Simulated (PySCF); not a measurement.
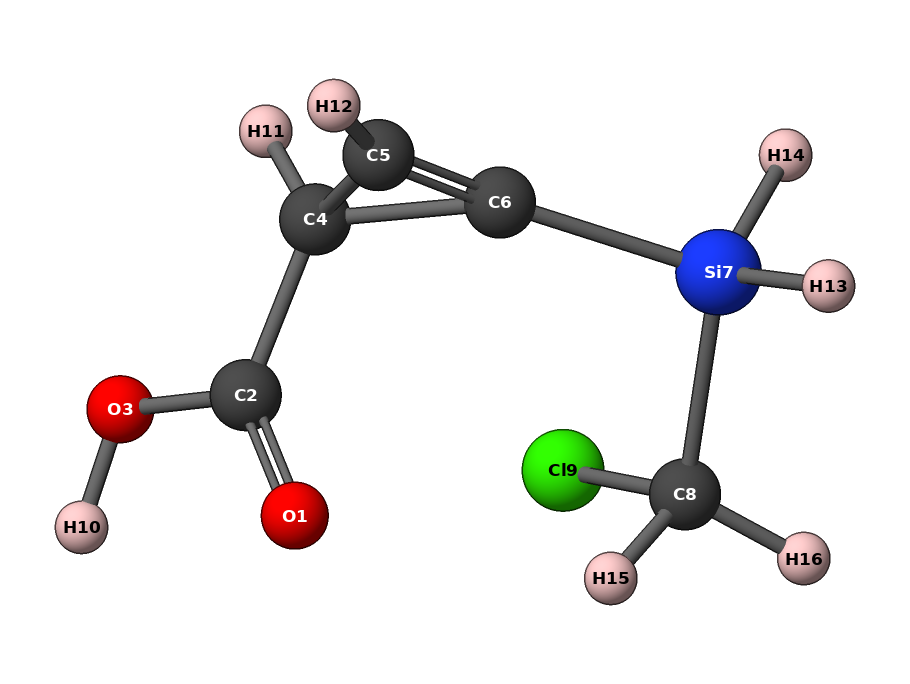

The questions are on IAO charges. Computed geometry: GFN2-xTB optimisation. No frequency run is at hand to confirm it as a minimum. Properties computed with PBE0/pcSseg-1, gas phase (PySCF 2.14.0).

Which atom carries the highest charge (most positive or least negative)?

Si7 (0.79 e).

And the lowest?

C8 (−0.53 e).

List the IAO charges.

```tsv
atom	value (e)
O1	−0.50
C2	0.52
O3	−0.48
C4	−0.18
C5	−0.11
C6	−0.26
Si7	0.79
C8	−0.53
Cl9	−0.10
H10	0.37
H11	0.15
H12	0.19
H13	−0.12
H14	−0.11
H15	0.19
H16	0.17
```

The geometry is semi-empirical. Around Si such bond lengths and angles can be off by a tenth of an ångström or more and by several degrees, and values that hang on the shape move with them.
